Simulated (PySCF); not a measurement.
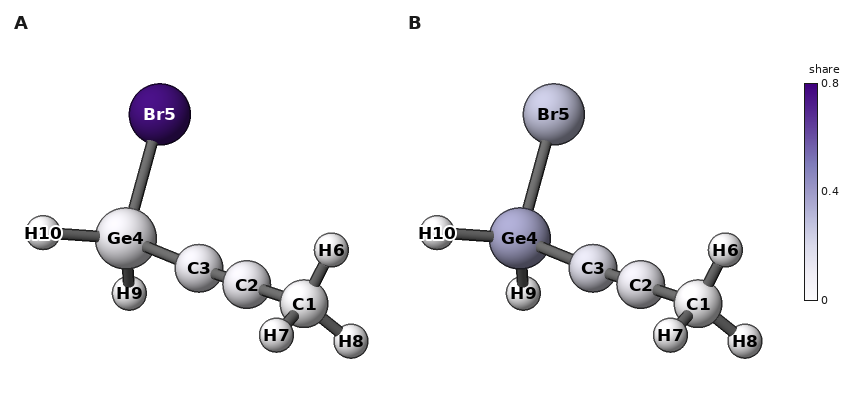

Each panel colours the atoms by their Löwdin share in one orbital (up to four of the largest shares; other atoms are shown as zero). Computed geometry: PBE0-D3(BJ)/def2-SVP optimisation. No frequency run is at hand to confirm it as a minimum. Level of theory: PBE0/aug-cc-pVDZ (PySCF 2.14.0).

> The panels show the HOMO−2, LUMO, in some order. Which is which?

A: HOMO−2, −8.18 eV; Br5 0.76, C3 0.07, C2 0.06, Ge4 0.06
B: LUMO, −0.99 eV; Ge4 0.35, Br5 0.26, C3 0.15, C2 0.10
